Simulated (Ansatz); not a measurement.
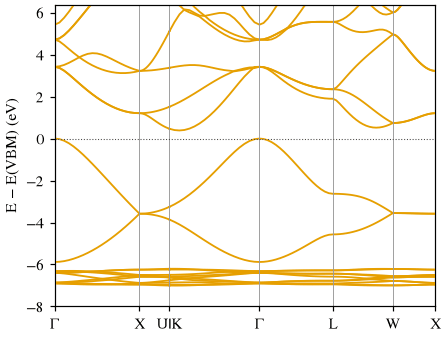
Figure. Band structure from PBE in the plane-wave PAW code Ansatz

### Question
Read off the gap and where the band edges lie.

### Answer
About 0.4 eV (0.39 eV by a search for the band edges); maximum at Γ, minimum on the K–Γ line, 11 % of the way from K.

### Question
Which compound is it?
A. TeO2, fluorite
B. MgTe, zinc blende
C. Hg, diamond
D. CuI, zinc blende

### Answer
C, Hg, diamond

Space group Fd-3m (diamond). The start of the workflow was typed in or built on a structure type; neither database checked (COD, Materials Project) lists it. It is not the usual solid phase (space group No. 166). The cell was relaxed with PBE under the symmetry of its start; its stability against distortions is not shown here. The substance is a gas or liquid at ambient conditions. Scalar-relativistic: spin–orbit coupling is off unless named, which matters more the heavier the elements.

Potentials: the later of the program's two PAW sets.
